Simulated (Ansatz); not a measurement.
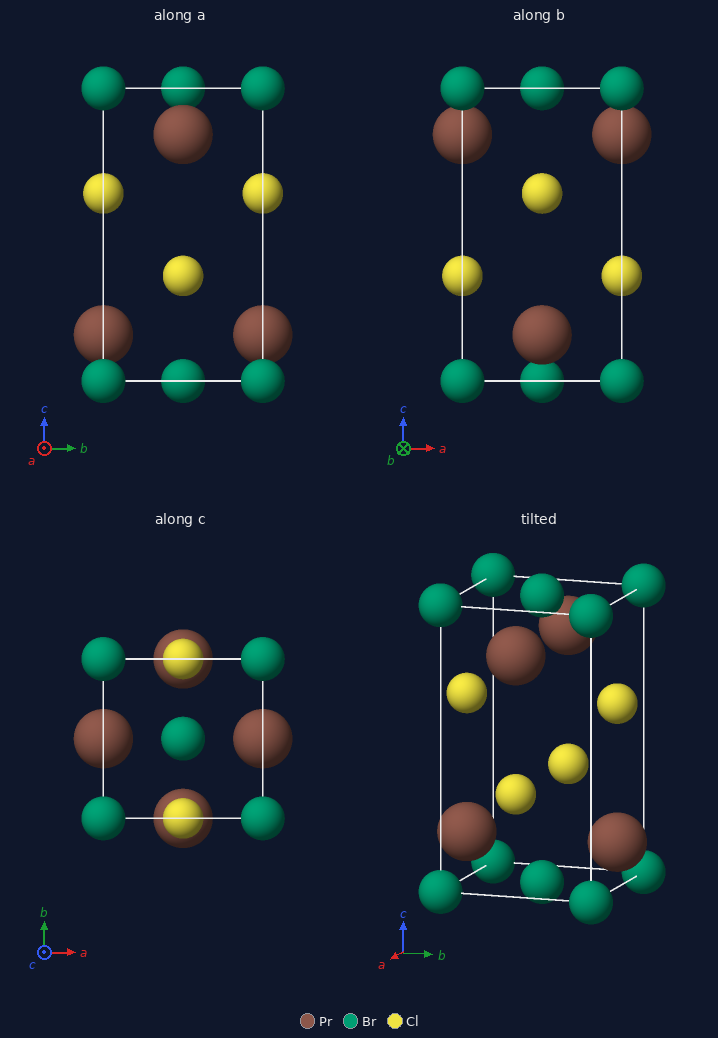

We look at a spheres-only model of the crystal along the a axis, along the b axis, along the c axis and slightly off an axis. The wireframe shows the conventional unit cell.

Lattice parameters: a = 4.3762 Å, b = 4.3762 Å, c = 8.0345 Å, α = 90.000°, β = 90.000°, γ = 90.000°.

> Transcribe the picture into a CIF in P1 with every atom of the cell, with free fractional coordinates to two decimals.

```cif
data_structure
_symmetry_space_group_name_H-M 'P 1'
_symmetry_Int_Tables_number 1
_cell_length_a 4.3762
_cell_length_b 4.3762
_cell_length_c 8.0345
_cell_angle_alpha 90.000
_cell_angle_beta 90.000
_cell_angle_gamma 90.000
_cell_volume 153.87
loop_
_atom_site_label
_atom_site_type_symbol
_atom_site_fract_x
_atom_site_fract_y
_atom_site_fract_z
_atom_site_occupancy
Pr1 Pr 0.50 0.00 0.16 1
Pr2 Pr 0.00 0.50 0.84 1
Br1 Br 0.00 0.00 0.00 1
Br2 Br 0.50 0.50 0.00 1
Cl1 Cl 0.50 0.00 0.64 1
Cl2 Cl 0.00 0.50 0.36 1
```

The model is a generated cell, made by putting these elements into a known structure type (the compound may or may not exist in this form); its atoms and cell weren't optimised. A calculation with Ansatz used it as input.

At this level of theory the cell isn't at rest (compressed, at 21 GPa and forces up to 7.0 eV/Å), so its distances can differ from those at equilibrium, the more so the softer the solid.
